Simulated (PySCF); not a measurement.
## Excited-state calculation, with input and output: C$_{4}$H$_{12}$Si$_{2}$

C$_{4}$H$_{12}$Si$_{2}$, computed with TDDFT PBE0/def2-SVPD, vertical, gas phase, core orbitals frozen in the response (PySCF 2.14.0).

The geometry comes from this level: GFN2-xTB.

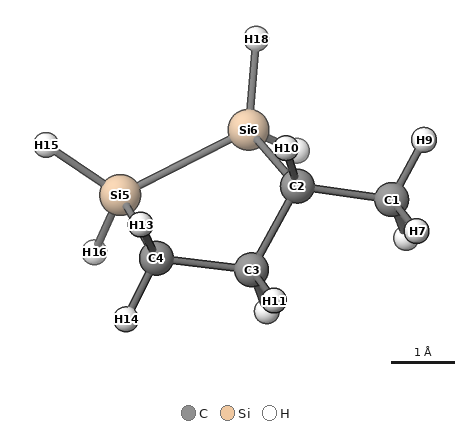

Figure 1. The structure as given in the input (ball-and-stick view, seen at a tilt; atoms are numbered from 1 in the order of the input). Bond lengths as drawn: C–C 1.52 to 1.53 Å, C–H 1.09 to 1.10 Å, C–Si 1.92 Å, H–Si 1.47 Å and Si–Si 2.31 Å.

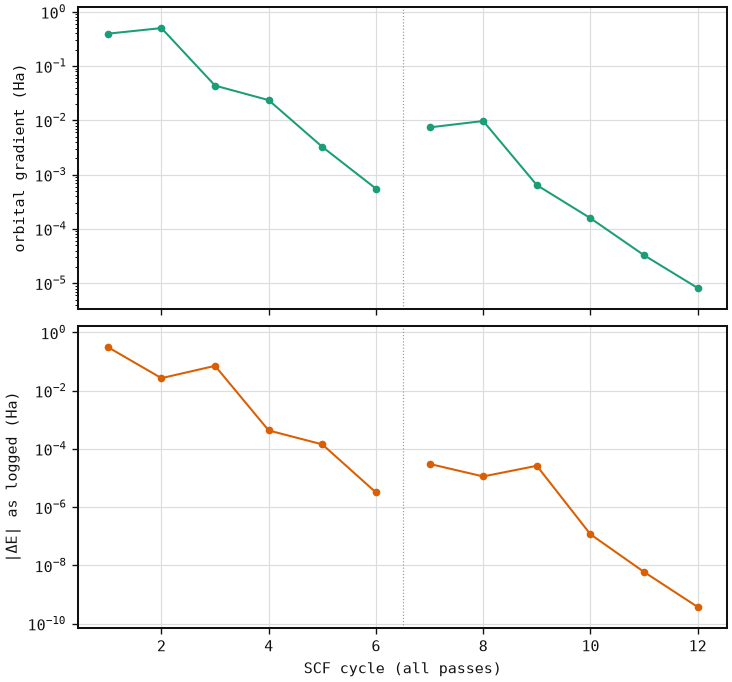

Figure 2. Convergence of the self-consistent field: orbital gradient and size of the energy change against the SCF cycle. The dotted line marks the change from a coarse to the final integration grid. The first 6 cycles use a coarse grid, the final grid takes over at cycle 7, and the field converges after 12 cycles in all.

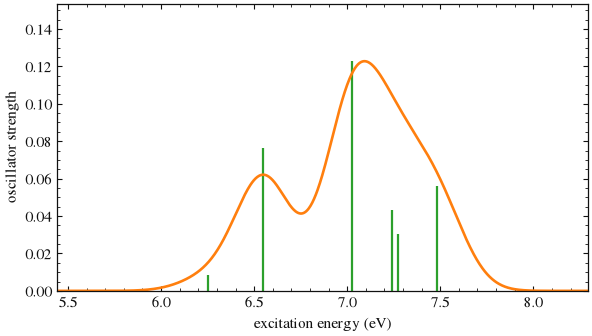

Figure 3. Computed excitations as sticks (degenerate states added up, dark ones marked on the axis), with a Gaussian envelope of 0.35 eV full width at half maximum, scaled to the tallest. Of the 6 states the lowest lies at 6.25 eV (f = 0.009); the strongest line is at 7.03 eV, or 176 nm (f = 0.123).

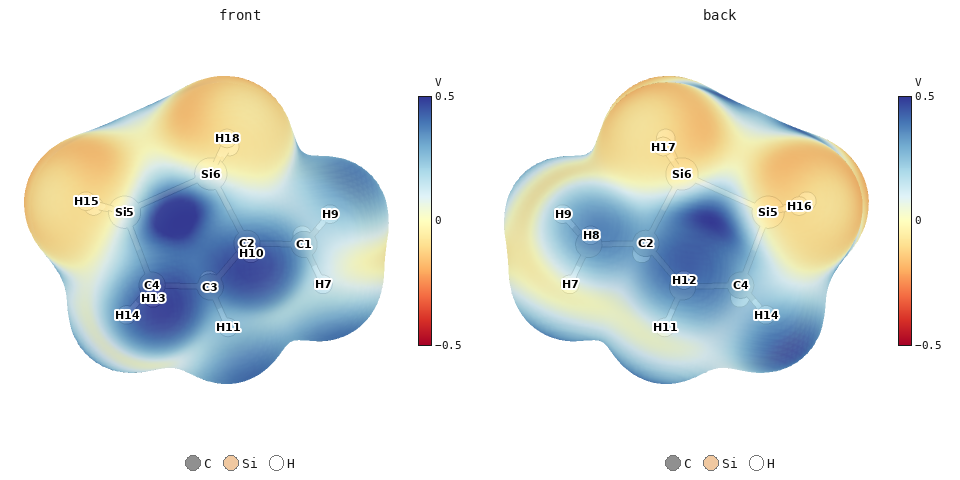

Figure 4. The molecular electrostatic potential painted on the density surface at 0.001 e/bohr³, seen face on and from behind; the colour scale runs from red (negative) to blue (positive). Its dipole moment is 0.92 D.

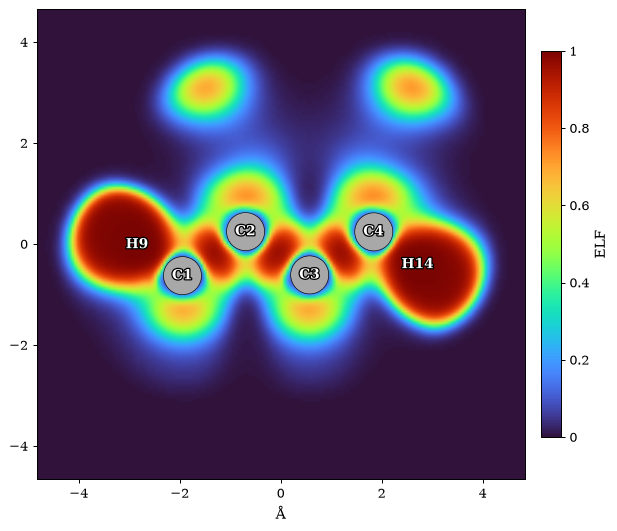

Figure 5. ELF on the plane of atoms C2, C1 and H9. Grey discs, where drawn, cover atomic cores. Atoms in the plane: C and H. C–C (1.52 Å): the ELF peaks at about 0.95 between the atoms, which marks localised, shared-pair bonding.

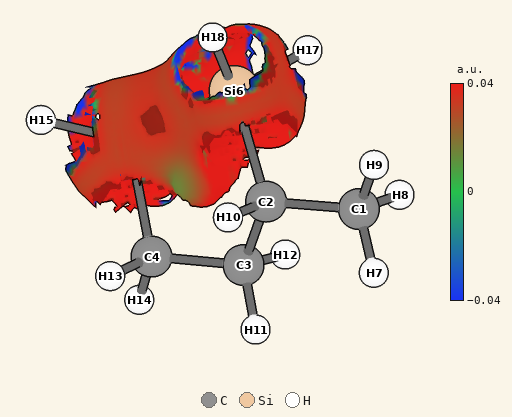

Figure 6. Non-covalent interaction (NCI) plot: the surface where the reduced density gradient is 0.6, for densities under 0.05 a.u., coloured by sign(λ₂)ρ; seen at a tilt. Broad surface: van der Waals contact with attractive (blue) spots.

The input and output of the run follow.

Input:
```
{"job": {"kind": "uv", "xc": "PBE0", "basis": "def2-SVPD", "nstates": 6, "ntriplets": 2}, "charge": 0, "multiplicity": 1}
C      2.250145    -0.371106    -0.092985
C      0.836360    -0.069458     0.389180
C     -0.147965    -1.144506    -0.084574
C     -1.583716    -0.835935     0.343451
Si    -2.030849     0.943152    -0.208158
Si     0.170245     1.642971    -0.180625
H      2.587009    -1.345393     0.262767
H      2.288955    -0.377086    -1.180979
H      2.947353     0.382552     0.267440
H      0.845384    -0.090496     1.485883
H      0.156137    -2.121252     0.307593
H     -0.104821    -1.210948    -1.176553
H     -1.655493    -0.915402     1.430367
H     -2.258980    -1.587155    -0.066558
H     -2.993206     1.537119     0.727077
H     -2.696573     0.902894    -1.517561
H      0.772531     1.984604    -1.477273
H      0.608724     2.681762     0.759851
```

The first line tells a small driver script what to run in PySCF; the rest is the geometry in Å.

Launch command:
```bash
OMP_NUM_THREADS=1 python <driver script> task.json out
```

What the program printed:
```
coarse grid: 15032 points
cycle   1  E = -737.7685179608  dE =  3.138e-01  |g| = 3.953e-01  |ddm| = 5.362e+00
cycle   2  E = -737.7416380278  dE =  2.688e-02  |g| = 5.015e-01  |ddm| = 1.341e+00
cycle   3  E = -737.8126577369  dE = -7.102e-02  |g| = 4.373e-02  |ddm| = 7.632e-01
cycle   4  E = -737.8130875589  dE = -4.298e-04  |g| = 2.361e-02  |ddm| = 1.221e-01
cycle   5  E = -737.8132302367  dE = -1.427e-04  |g| = 3.253e-03  |ddm| = 4.259e-02
cycle   6  E = -737.8132334310  dE = -3.194e-06  |g| = 5.532e-04  |ddm| = 8.062e-03
final grid: 133152 points
cycle   7  E = -737.9087389109  dE = -3.041e-05  |g| = 7.434e-03  |ddm| = 1.116e-01
cycle   8  E = -737.9087275788  dE =  1.133e-05  |g| = 9.740e-03  |ddm| = 2.420e-02
cycle   9  E = -737.9087538422  dE = -2.626e-05  |g| = 6.432e-04  |ddm| = 1.413e-02
cycle  10  E = -737.9087539590  dE = -1.168e-07  |g| = 1.580e-04  |ddm| = 1.427e-03
cycle  11  E = -737.9087539649  dE = -5.928e-09  |g| = 3.283e-05  |ddm| = 2.891e-04
cycle  12  E = -737.9087539653  dE = -3.724e-10  |g| = 8.188e-06  |ddm| = 9.923e-05
converged SCF energy = -737.9087539653

Static polarisability (au): isotropic 102.397, principal 85.125 104.781 117.284

Singlet excitations
state   eV       nm        f      main configurations
  1   6.2521    198.3   0.00872   H->L 0.79, H->L+1 0.18
  2   6.5491    189.3   0.07656   H->L+1 0.77, H->L 0.18
  3   7.0285    176.4   0.12277   H->L+2 0.92
  4   7.2394    171.3   0.04323   H->L+3 0.49, H-1->L 0.38
  5   7.2720    170.5   0.03066   H->L+3 0.44, H-1->L 0.40, H-1->L+1 0.08
  6   7.4836    165.7   0.05620   H-1->L+1 0.59, H-2->L 0.18, H-1->L 0.13

Triplet excitations (Tamm-Dancoff, eV): 5.6545 5.8056
```

Summary:

| quantity | value |
| --- | --- |
| outcome | converged |
| total energy | −737.908754 hartree |
| HOMO | −7.48 eV |
| LUMO | 0.04 eV |
| dipole moment | 0.92 D |
| mean polarisability | 102.40 a.u. |
| lowest singlet excitation | 6.25 eV |
| hardware | 1 CPU thread, shared host |
| wall time | 31 s |
| peak memory | 0.88 GiB |
